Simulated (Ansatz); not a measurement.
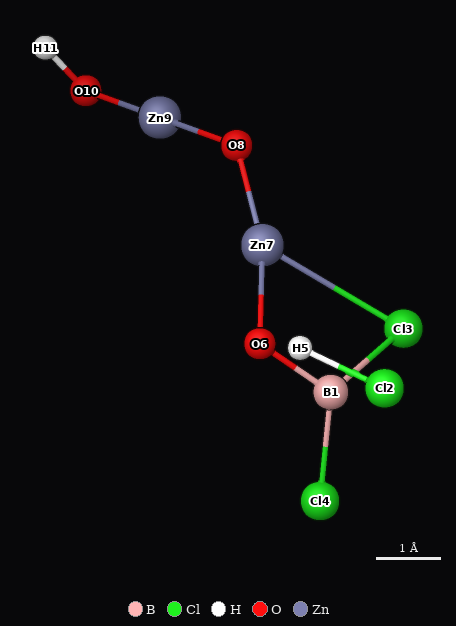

The structure (ball-and-stick view, seen at a tilt; atoms are numbered from 1 in the order of the input). Sticks mark near contacts. Bond lengths as drawn: B–Cl 1.78 to 1.88 Å, B–O 1.39 Å, Cl–H 1.49 Å, Cl–Zn 2.60 Å, H–O 0.96 Å and O–Zn 1.75 to 1.88 Å.

# Run report: Zn₂BH₂Cl₃O₃, frequency calculation

The run: frequency calculation of Zn₂BH₂Cl₃O₃. Method and program: RKS PBE0-D4/def2-SVP (Ansatz 0.2.0).

Figures and captions count atoms from 1; the log counts them from 0 in places.

## Input file
```yaml
crystal:
  periodic: [false, false, false]
  atoms:
    - {symbol: B, position_ang: [1.710181, -1.451127, -1.009538]}
    - {symbol: Cl, position_ang: [3.611406, -0.686897, -1.493605]}
    - {symbol: Cl, position_ang: [0.527090, -0.844788, -2.339801]}
    - {symbol: Cl, position_ang: [1.838070, -3.222930, -0.909672]}
    - {symbol: H, position_ang: [2.912126, -0.257051, -0.246110]}
    - {symbol: O, position_ang: [1.577576, -0.678525, 0.138710]}
    - {symbol: Zn, position_ang: [0.065597, 0.404438, -0.108487]}
    - {symbol: O, position_ang: [-1.180840, 1.611910, 0.147381]}
    - {symbol: Zn, position_ang: [-2.643485, 1.546945, 1.112540]}
    - {symbol: O, position_ang: [-4.155694, 1.444816, 2.022302]}
    - {symbol: H, position_ang: [-4.262027, 2.133210, 2.686281]}
basis:
  gaussian: {orbitals: def2-SVP}
hamiltonian: {xc: pbe0, dispersion: d4}
phonons: {}
scf: {lower_state_search: off}
```

Run as:
```bash
ansatz run in.yaml --threads 4 --pin off --events-out ev --progress --plain --max-ram 66560MiB --backend cuda --devices 0, --max-vram 37GiB
```

## The program's output
```
Functional definition: PBE0
  name "PBE0"
  cite "Adamo & Barone, J. Chem. Phys. 110, 6158 (1999) doi:10.1063/1.478522"
  cite "Perdew, Burke & Ernzerhof, Phys. Rev. Lett. 77, 3865 (1996) doi:10.1103/PhysRevLett.77.3865"
  parent pbe
  parameter a = 0.25
  parameter kappa = 0.804
  parameter beta = 0.06672455060314922
  exchange = (1 - a)*pbe_x(kappa = kappa, mu = beta*pi^2/3) + a*exact_x
  correlation = pbe_c(beta = beta)
these checks for a lower state are left out or cut short: stability, starts, cluster_reference, orbital_swaps, neighbouring_geometries, increment
1849 factors; integrals over basis functions are off by at most 3.2e-4 eV
mean field evaluation 1: about -141181.6029 eV, gradient 9.8e1 eV
mean field evaluation 2: about -141119.9647 eV, gradient 2.0e2 eV
mean field evaluation 4: about -141197.5266 eV, gradient 2.0e1 eV
mean field evaluation 8: about -141198.4105 eV, gradient 1.1e0 eV
mean field evaluation 16: about -141198.4125 eV, gradient 5.0e-4 eV
mean field -141198.41245754 eV, -5188.9459500932 hartree, gradient 1.4e-6 eV, S^2 0.000000; 0 other end points of the search recorded, 0 dependent functions left out
the calculation of the forces begins
reference -141198.41250694 eV, -5188.9459519086 hartree; 71, 71 occupied and 111, 111 virtual orbitals, 1849 factors
these checks for a lower state are left out or cut short: stability, starts, cluster_reference, orbital_swaps, neighbouring_geometries, increment
1849 factors; integrals over basis functions are off by at most 3.2e-4 eV
mean field -141198.41127271 eV, -5188.9459065515 hartree, gradient 2.3e-6 eV, S^2 0.000000; 0 other end points of the search recorded, 0 dependent functions left out
[... from here on the field's lines of each further geometry are left out, up to the last ...]
the calculation of the forces begins
reference -141198.41242510 eV, -5188.9459489011 hartree; 71, 71 occupied and 111, 111 virtual orbitals, 1849 factors
these checks for a lower state are left out or cut short: stability, starts, cluster_reference, orbital_swaps, neighbouring_geometries, increment
1849 factors; integrals over basis functions are off by at most 3.2e-4 eV
mean field evaluation 416: about -141198.4124 eV, gradient 4.3e-5 eV
mean field -141198.41237718 eV, -5188.9459471399 hartree, gradient 1.5e-6 eV, S^2 0.000000; 0 other end points of the search recorded, 0 dependent functions left out
the calculation of the forces begins
reference -141198.41242657 eV, -5188.9459489550 hartree; 71, 71 occupied and 111, 111 virtual orbitals, 1849 factors
WARN: phonons: 2 modes above zero are rigid motions of the cell's bodies and no vibrations: the zero-point energy, free energy, entropy and heat capacity leave them out. With what each would have added to F at 1000 K, by the weight of its row in the mesh: 0.00 cm⁻¹ (-1.244 eV; rigid weight 1.000, of which rotation 0.000), 7.37 cm⁻¹ (-0.392 eV; rigid weight 0.939, of which rotation 0.939). A body is a set of atoms that hang together within twice the van der Waals contact; here: 11 atoms, out of reach of every periodic image. What nothing holds moves and turns at no cost, which is at zero frequency: what stands here is left by the forces on the atoms, the periodic images, the SCF threshold and the grid, and changes its size and its sign with the last two. The forces' share comes down as the geometry is relaxed further. The table is the vibrational part alone. If the cell is meant as a crystal, declare phonons.rigid_motions: translations: the three translations of the whole cell alone are then left out. The least rigid weight left out is 0.93909 and the largest kept is 0.47681. The rigid motions are mixed with soft vibrations: those modes' frequencies are not settled, nor the sums by as much as one such mode adds.
WARN: phonons: modes at or below zero, which the zero-point energy, F, S and C_V leave out: 1, the lowest at -1218.78 cm⁻¹. A minimum has none, and a first-order saddle one
Total energy: -141198.76241429 eV, -5188.9588107664 hartree
Atom 0 at     1.710181    -1.451127    -1.009538 Å, force    -0.464024    -0.311794    -0.053493 eV/Å
Atom 1 at     3.611406    -0.686897    -1.493605 Å, force     0.125970     0.425156     0.522809 eV/Å
Atom 2 at     0.527090    -0.844788    -2.339801 Å, force     0.002184    -0.005386     0.005870 eV/Å
Atom 3 at     1.838070    -3.222930    -0.909672 Å, force    -0.006875    -0.000647     0.001641 eV/Å
Atom 4 at     2.912126    -0.257051    -0.246110 Å, force    -0.462889    -0.487039    -0.411678 eV/Å
Atom 5 at     1.577576    -0.678525     0.138710 Å, force     0.807197     0.377690    -0.067327 eV/Å
Atom 6 at     0.065597     0.404438    -0.108487 Å, force    -0.001011    -0.000417    -0.000262 eV/Å
Atom 7 at    -1.180840     1.611910     0.147381 Å, force     0.002115     0.006304    -0.001691 eV/Å
Atom 8 at    -2.643485     1.546945     1.112540 Å, force    -0.002856    -0.005825     0.013654 eV/Å
Atom 9 at    -4.155694     1.444816     2.022302 Å, force     0.002844     0.001941    -0.008614 eV/Å
Atom 10 at    -4.262027     2.133210     2.686281 Å, force    -0.002655     0.000018    -0.000910 eV/Å
Dipole moment:     0.100998     0.570886     0.348583 e Å
Vibrations: -1218.78 18.46 29.50 43.83 55.18 88.99 115.52 118.08 142.36 162.78 171.33 189.19 248.87 280.65 411.33 459.81 495.86 555.56 667.98 701.89 764.85 802.43 900.77 903.28 1229.75 1619.65 3913.60 cm⁻¹, zero-point energy 0.935554 eV
Checks for a lower state left out: stability, starts, cluster_reference, orbital_swaps, neighbouring_geometries, increment
```

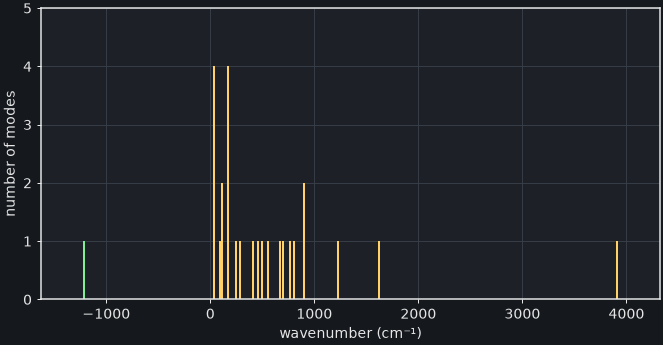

Harmonic vibrational wavenumbers from the force constants; neighbouring modes closer than 23 cm⁻¹ are counted in one stick, and imaginary ones are drawn at negative wavenumbers. 27 modes from 1219i to 3914 cm⁻¹, 1 imaginary beyond 8i (1219i cm⁻¹): a first-order saddle point, if the geometry is stationary.

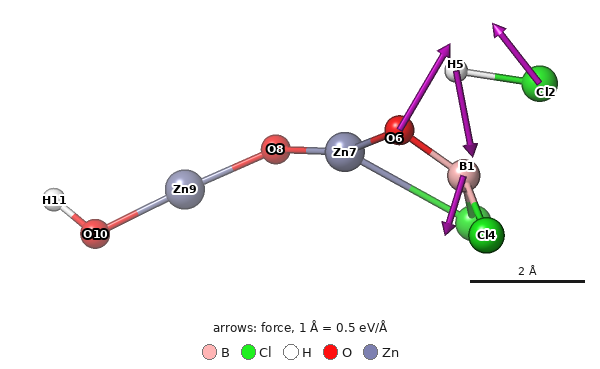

Forces on the atoms as pink arrows (ball-and-stick view, seen at an oblique angle; atoms are numbered from 1 in the order of the input); the smallest are left out. The largest act on O6 (0.89 eV/Å); H5 (0.79 eV/Å); Cl2 (0.69 eV/Å); B1 (0.56 eV/Å). The geometry is not a stationary point of this energy.

## Results in brief

| quantity | value |
| --- | --- |
| outcome | converged |
| total energy | −141198.7624 eV |
| mean-field energy | −141198.4125 eV |
| dispersion energy | −0.3499 eV |
| largest force (length of the vector) | 0.894 eV/Å |
| dipole moment | 3.25 D |
| hardware | 4 CPU threads, shared host |
| wall time | 2.3 min (CPU time 3.1 min) |
| peak memory | 0.94 GiB |
